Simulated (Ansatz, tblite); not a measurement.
**The cluster In5: a ladder of methods and basis sets**

How do method and basis change the picture of the cluster In5 (doublet)?

Method: as each input shows; program: Ansatz 0.2.0, Gaussian basis.

Plan: GFN1-xTB, PBE-D4/def2-TZVP, r2SCAN-D4/def2-TZVP, LDA/def2-TZVP, PBE-D4/def2-SVP, PBE0-D4/def2-SVP, PBE0-D4/def2-TZVPD, PBE-D4/def2-TZVPD, r2SCAN-D4/def2-TZVPD, CCSD(T)/def2-SVP, MP2/def2-TZVP, RPA/def2-TZVP.

4 further runs of the same task are left out: 2 that didn't finish, 2 set aside as unsound or not needed. Runs told in other sessions of the task aren't counted.

### Step 1. The structure

The geometry is that of the doublet, from an earlier relaxation (PBE0-D4/def2-SVP). At that level it is the lowest of the isomers that a small search found.

5 atoms, charge 0, spin multiplicity 2.

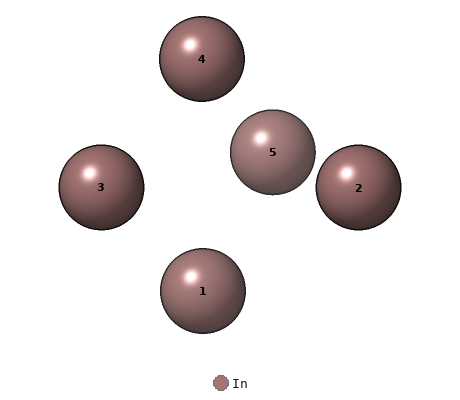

The geometry (indium brown); atoms are numbered from 1 in the order of the file.

In takes a core potential in the def2 sets. No spin-orbit coupling is included.

PBE0-D4/def2-TZVP was run before; its log isn't repeated, and its numbers join the tables.

### Step 2. GFN1-xTB

Tight binding, by tblite at 300 K electronic temperature and without a spin-polarisation term:

```python
tblite.interface.Calculator('GFN1-xTB', numbers, positions, charge=0, uhf=1).singlepoint()
```

Energy -207.9926 eV; 0.006 s.

### Step 3. PBE-D4/def2-TZVP

start.molden holds the orbitals of an earlier run on this state, given as this run's starting guess.

The input, in.yaml:

```yaml
crystal:
  periodic: [false, false, false]
  atoms:
    - {symbol: In, position_ang: [0.480685, 1.152406, 1.834235]}
    - {symbol: In, position_ang: [0.076942, -2.365204, 0.862556]}
    - {symbol: In, position_ang: [1.426199, 1.713148, -0.899282]}
    - {symbol: In, position_ang: [-0.266264, -0.338944, -2.177591]}
    - {symbol: In, position_ang: [-1.717571, -0.161406, 0.380092]}
basis:
  gaussian: {orbitals: def2-TZVP, initial_orbitals: start.molden}
magnetization: {spin_polarized: true, initial_magnetization: 1}
hamiltonian: {xc: pbe, dispersion: d4}
scf: {omitted_lower_state_checks: [starts]}
output: {orbitals: {seedname: orbitals}}
```

Launch:

```console
$ ansatz run in.yaml --threads 4 --pin off --events-out ev --progress --plain --max-ram 4787MiB
```

After this run come: r2SCAN-D4/def2-TZVP; LDA/def2-TZVP; PBE-D4/def2-SVP; PBE0-D4/def2-SVP; PBE0-D4/def2-TZVPD; PBE-D4/def2-TZVPD; r2SCAN-D4/def2-TZVPD; CCSD(T)/def2-SVP; MP2/def2-TZVP; RPA/def2-TZVP.

Q: Predict the results of all the runs planned. Wanted: gap in def2-TZVP, named functionals, smallest and largest; correlation energy, CCSD(T)/def2-SVP; correlation energy, MP2/def2-TZVP; binding an atom, functionals in def2-TZVP; ⟨S²⟩ in def2-TZVP, named functionals, smallest and largest; PBE0 total energy, smallest basis above largest.

As calculated:

| quantity | value |
| --- | --- |
| gap in def2-TZVP, named functionals, smallest and largest | 0.30 eV (LDA), 1.52 eV (PBE0-D4) |
| correlation energy, CCSD(T)/def2-SVP | -12.54 eV |
| correlation energy, MP2/def2-TZVP | -37.92 eV |
| binding an atom, functionals in def2-TZVP | 1.33 (PBE0-D4) to 1.74 eV (LDA) |
| ⟨S²⟩ in def2-TZVP, named functionals, smallest and largest | 0.752, 0.803 |
| PBE0 total energy, smallest basis above largest | 0.71 eV (def2-SVP, def2-TZVPD) |

In words: Over the named functionals in def2-TZVP the gap runs from 0.30 eV (LDA) to 1.52 eV (PBE0-D4); exact exchange widens it. Over the named functionals in def2-TZVP spin contamination reaches 0.05 (r2SCAN-D4), which is small. Notes on CCSD(T)/def2-SVP: large T1 diagnostic, spin contamination.
